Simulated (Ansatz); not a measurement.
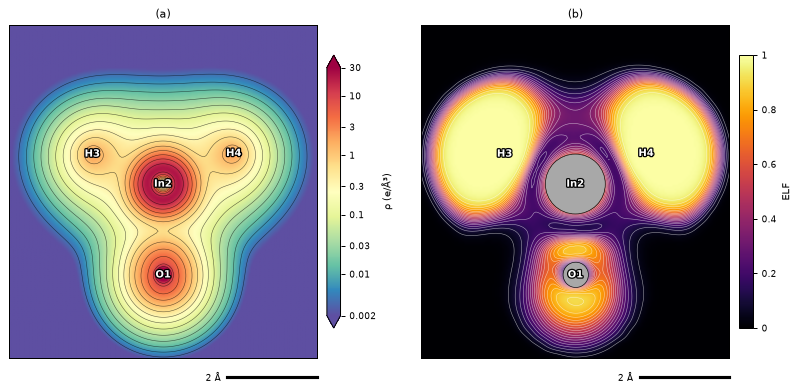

Figure 1: H$_{2}$InO (doublet). (a) electron density; (b) ELF on the molecular plane. Grey discs cover the atomic cores in the ELF map.

Core potentials replace the inner electrons of In.

Method: UKS PBE0/def2-SVP (Ansatz).

Input

```
crystal:
  periodic: [false, false, false]
  atoms:
    - { symbol: O, position_ang: [-1.7553, -0.3972, -0.1866] }
    - { symbol: In, position_ang: [0.1689, 0.0105, 0.1171] }
    - { symbol: H, position_ang: [1.04, -1.0974, 0.7144] }
    - { symbol: H, position_ang: [0.6019, 1.4238, -0.6652] }
magnetization:
  spin_polarized: true
  initial_magnetization: 1
basis:
  gaussian: { orbitals: def2-SVP }
hamiltonian:
  xc: pbe0
relax:
  f_tol: 0.02
  max_steps: 50
output:
  orbitals: {}
```

Command:

```sh
ansatz run input.yaml --threads 1 --pin off --max-ram 2048MiB --backend cpu --events-out ev --progress --plain --runs-dir out
```

The fields are those of the run's last geometry, not of the input's.

Q: Describe what can be read from this map.

A: The plane passes through O, In and H nuclei. In–O (2.02 Å): the density is about 0.67 e/Å³ at the midpoint; the ELF peaks at about 0.85 in the valence shell of O, 0.6 Å from its nucleus, and drops to about 0.15 between the two atoms. In–H (1.72 Å): the density is about 1.2 e/Å³ at the midpoint; the ELF climbs to about 1 towards the hydrogen. The ELF also peaks beside O1, away from the bonds: non-bonding electrons, paired or unpaired.
